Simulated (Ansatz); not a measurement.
**CCSD(T)/cc-pVTZ run of CSe (SMILES [C][Se])**

What is the energy change on altering one bond length of CSe at CCSD(T)/cc-pVTZ? 

The results are computed with Ansatz 0.2.0.

34 further runs of the same task are left out: 34 set aside as unsound or not needed.

## (1) The molecule

The species is CSe (2 atoms), meant as a singlet with charge 0. As SMILES, `[C][Se]`. Geometry: relaxed at PBE0-D4/def2-TZVP.

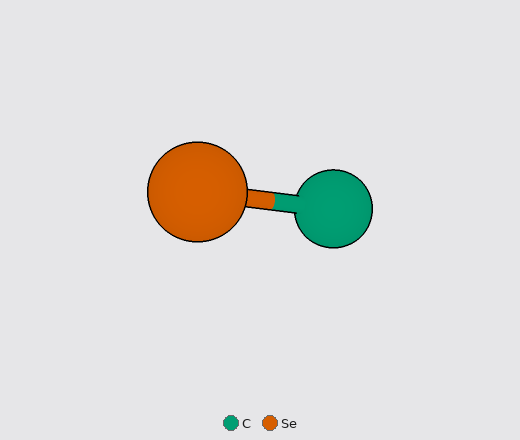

The structure, seen from a chosen angle (carbon teal, selenium orange).

## (2) The energy at CCSD(T)/cc-pVTZ

run.yaml

```yaml
crystal:
  periodic: [false, false, false]
  atoms:
    - {symbol: C, position_ang: [0.000000, 0.000000, -0.008520]}
    - {symbol: Se, position_ang: [-0.000000, -0.000000, 1.662780]}
basis:
  gaussian:
    orbitals: cc-pVTZ
correlation:
  method: ccsd_t
  frozen_orbitals: {C: 1, Se: 9}
accuracy: high
scf:
  omitted_lower_state_checks: [cluster_reference, increment]
```

Launch:

```sh
ansatz run run.yaml --threads 1 --pin off --max-ram 3480MiB --events-out events.jsonl --progress --plain --runs-dir runs
```

The program printed (excerpt; [...] marks lines left out):

```text
Warning: RAYON_NUM_THREADS=1 ignored (pool sized by the plan → 1); use --threads N
Functional definition: HF
  name "HF"
[...]
981 factors; integrals over basis functions are off by at most 4.7e-9 eV
[...]
mean field -66332.36376075 eV, -2437.6694065166 hartree, gradient 2.3e-8 eV, S^2 0.000000; 0 other end points of the search recorded, 0 dependent functions left out; unrestricted orbitals would lower it
10 core orbitals not correlated: weight in the atoms' cores, before any rotation towards them, 1.000 or more for the frozen orbitals, at most 0.000 for the correlated occupied ones
reference -66332.36376075 eV, -2437.6694065166 hartree; 10, 10 occupied and 53, 53 virtual orbitals, 981 factors
second order -9.66817551 eV of doubles, -0.00000000 eV of singles
cycle   1  -9.31479319 eV  change    3.5e-1 eV  update   1.4e-1
[...]
cycle  21  -9.87643043 eV  change   9.2e-10 eV  update   1.4e-9
perturbative correction -0.64710355 eV, -0.0237806167 hartree
Total energy: -66342.88729473 eV, -2438.0561392573 hartree
Checks for a lower state left out: cluster_reference, increment
```

It took 3.6 s on 1 thread of Arm Neoverse V1, shared host; peak memory 0.21 GiB.

## (3) The distorted shape

in.yaml

```yaml
crystal:
  periodic: [false, false, false]
  atoms:
    - symbol: C
      position_ang: [0.000000, 0.000000, -0.259220]
    - symbol: Se
      position_ang: [-0.000000, -0.000000, 1.662780]
basis:
  gaussian: {orbitals: cc-pVTZ}
correlation: {method: ccsd_t, frozen_orbitals: {C: 1, Se: 9}}
accuracy: high
scf: {omitted_lower_state_checks: [cluster_reference, increment]}
```

Launch:

```sh
ansatz run in.yaml --threads 1 --pin off --max-ram 3480MiB --events-out events.jsonl --progress --plain --runs-dir runs
```

The program printed (excerpt; [...] marks lines left out):

```text
Warning: RAYON_NUM_THREADS=1 ignored (pool sized by the plan → 1); use --threads N
Functional definition: HF
  name "HF"
[...]
985 factors; integrals over basis functions are off by at most 4.5e-9 eV
[...]
mean field -66331.16981178 eV, -2437.6255297010 hartree, gradient 3.2e-8 eV, S^2 0.000000; 0 other end points of the search recorded, 0 dependent functions left out; unrestricted orbitals would lower it
10 core orbitals not correlated: weight in the atoms' cores, before any rotation towards them, 1.000 or more for the frozen orbitals, at most 0.000 for the correlated occupied ones
reference -66331.16981178 eV, -2437.6255297010 hartree; 10, 10 occupied and 53, 53 virtual orbitals, 985 factors
second order -9.95524159 eV of doubles, -0.00000000 eV of singles
cycle   1  -9.26086695 eV  change    6.9e-1 eV  update   2.2e-1
[...]
cycle  21  -10.13572120 eV  change   8.6e-10 eV  update   1.4e-9
perturbative correction -0.83865990 eV, -0.0308201827 hartree
Total energy: -66342.14419287 eV, -2438.0288307676 hartree
Checks for a lower state left out: cluster_reference, increment
```

Wall time 3.9 s (1 thread of Arm Neoverse V1, shared host); peak memory 0.21 GiB.

## (4) Summary of results

At CCSD(T)/cc-pVTZ, 10 core orbitals frozen:

| quantity | value |
| --- | --- |
| first shape: total energy | -2438.05614 Eh |
| first shape: correlation energy (10 core orbitals frozen) | -386.7 mEh |
| first shape: (T) correction | -23.78 mEh |
| first shape: T1 diagnostic | 0.022 |
| distorted shape: total energy | -2438.02883 Eh |
| distorted shape: correlation energy (10 core orbitals frozen) | -403.3 mEh |
| distorted shape: (T) correction | -30.82 mEh |
| distorted shape: T1 diagnostic | 0.038 |
| energy change with the C1–Se2 bond stretched from 1.671 to 1.922 Å | 0.743 eV |

In words: With the C1–Se2 bond stretched from 1.671 to 1.922 Å the energy rises by 0.74 eV (17.1 kcal/mol). The first shape isn't relaxed at this level, so the change isn't measured from a minimum. The T1 diagnostic (first shape) of 0.022 is above the customary mark for such species, so a single reference may not serve. The restricted solution (first shape) is unstable to spin breaking: an unrestricted one lies lower. The triples (first shape) make up 6.1 % of the correlation energy. The T1 diagnostic (distorted shape) of 0.038 is above the customary mark for such species, so a single reference may not serve. The restricted solution (distorted shape) is unstable to spin breaking: an unrestricted one lies lower.
